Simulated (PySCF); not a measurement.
# PBE/def2-TZVPPD run of As2 (SMILES [As]#[As])

Aim: the vertical electron affinity of As2 at PBE/def2-TZVPPD, from 2 runs. Input form: a Python script.

Program for the calculation: PySCF 2.14.0.

1 further run of the same task is left out (set aside as unsound or not needed).

### 1 The system as given

The species is As2 (2 atoms), meant as a singlet with charge 0. As SMILES, `[As]#[As]`. Geometry: relaxed at PBE0-D4/def2-TZVP.

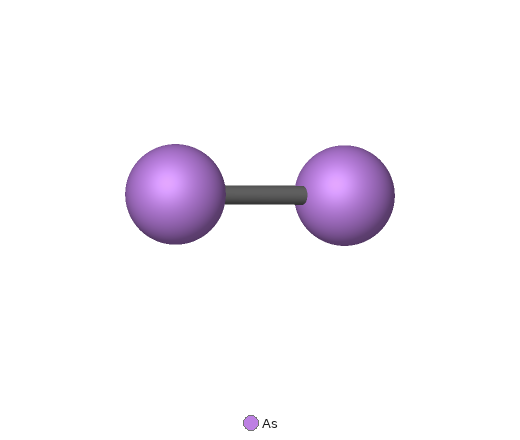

Viewed from a chosen angle; arsenic purple.

### 2 The energy at PBE/def2-TZVPPD

calc.py

```python
from pyscf import gto, dft

system = gto.M(
    atom='''
As     0.000000     0.000000     0.002480
As     0.000000     0.000000     2.091490
''',
    basis='def2-tzvppd',
    charge=0,
    verbose=3,
    max_memory=1860,
    spin=0,
)

ks = dft.RKS(system, xc='pbe')
ks.grids.level = 5
ks.conv_tol = 1e-10
ks.kernel()
if not ks.converged:
    ks = ks.newton().run(ks.mo_coeff, ks.mo_occ)

etot = ks.e_tot
print('E(%s) = %.9f' % ('PBE', etot))
```

Started as:

```console
$ OMP_NUM_THREADS=1 python calc.py
```

What it wrote:

```text
converged SCF energy = -4471.09851018552
E(PBE) = -4471.098510186
```

Wall time 8.1 s (1 thread of Arm Neoverse V2, shared host); peak memory 0.54 GiB.

### 3 The doublet anion, same level

input.xyz

```xyz
2
As2
As     0.000000     0.000000     0.002480
As     0.000000     0.000000     2.091490
```

input.py

```python
from pyscf import gto, dft

system = gto.M(
    atom='input.xyz',
    basis='def2-tzvppd',
    max_memory=1860,
    spin=1,
    charge=-1,
    verbose=3,
)

mf = dft.UKS(system, xc='pbe')
mf.conv_tol = 1e-10
mf.grids.level = 5
mf.kernel()
if not mf.converged:
    mf = mf.newton().run(mf.mo_coeff, mf.mo_occ)

energy = mf.e_tot
print('E(%s) = %.9f' % ('PBE', energy))
```

Started as:

```console
$ OMP_NUM_THREADS=1 python input.py
```

What it wrote:

```text
WARN: HOMO -0.146290522010681 >= LUMO -0.146290522010682

converged SCF energy = -4471.11790259514  <S^2> = 0.75225338  2S+1 = 2.0022521
E(PBE) = -4471.117902595
```

It took 17 s on 1 thread of Arm Neoverse V2, shared host; peak memory 0.55 GiB.

### 4 Results

At PBE/def2-TZVPPD:

| quantity | value |
| --- | --- |
| singlet As2: total energy | -4471.09851 Eh |
| singlet As2: dipole moment | 0.00 D |
| singlet As2: HOMO energy | -6.56 eV |
| singlet As2: LUMO energy | -3.36 eV |
| singlet As2: HOMO–LUMO gap | 3.19 eV |
| doublet anion: total energy | -4471.11790 Eh |
| doublet anion: HOMO energy (highest over α and β) | 2.22 eV |
| doublet anion: LUMO energy (lowest over α and β) | 2.28 eV |
| doublet anion: ⟨S²⟩ | 0.752 |
| vertical electron affinity (to the doublet anion) | 0.528 eV |

At fixed nuclei the extra electron is bound by 0.53 eV (50.9 kJ/mol). The HOMO (doublet anion) lies at positive energy, 2.22 eV, as semi-local functionals often give for anions; only total energies tell whether the electron is bound.
